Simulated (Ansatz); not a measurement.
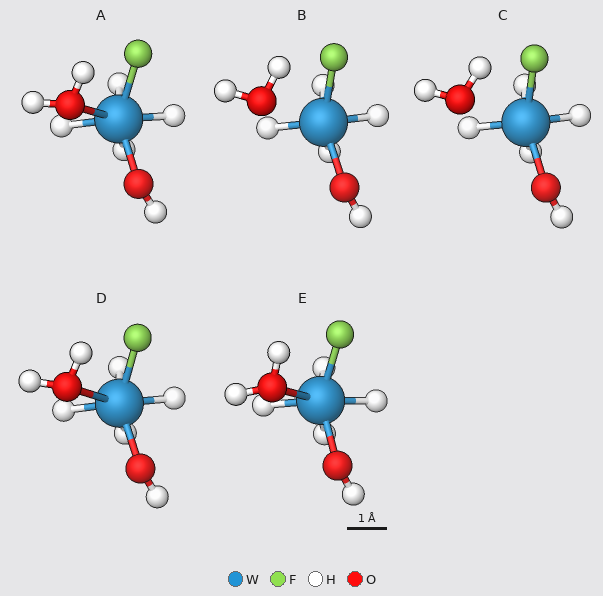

5 geometries from one relaxation of WH7O2F, in shuffled order. Style: ball-and-stick. Shown from a free direction.

The run prepares an end point of a later path (reaction) calculation, from a guessed geometry.

Theory: RKS CAM-B3LYP/def2-SVP (Ansatz). Set-up: no spin polarisation; force threshold 0.03 eV/Å; at most 50 steps.

Order the frames from highest to lowest energy.

C, B, D, A, E. They are steps 0, 1, 3, 4, 10, at +13.2 kcal/mol, +10.2 kcal/mol, +2.12 kcal/mol, +0.78 kcal/mol relative to the last. The atom that moves furthest after the best rigid fit is an H atom (0.66 Å). Largest moves by element: H 0.66 Å, O 0.65 Å, F 0.26 Å, W 0.20 Å. Among the contacts that change: O–W 3.120 → 2.302 Å, H–W 3.589 → 2.967 Å, H–W 3.035 → 2.743 Å, F–W 1.881 → 1.923 Å. New bonds form, among them: O–W (3.12 → 2.30 Å). Bond angles that change, for instance: W–O–H 135.2° → 129.1°, F–W–H 113.0° → 117.8°, H–O–H 104.5° → 108.9°. The energy falls by 13.2 kcal/mol in 10 geometry steps. Largest force component: 0.86 eV/Å at the start, 0.018 eV/Å at the end.
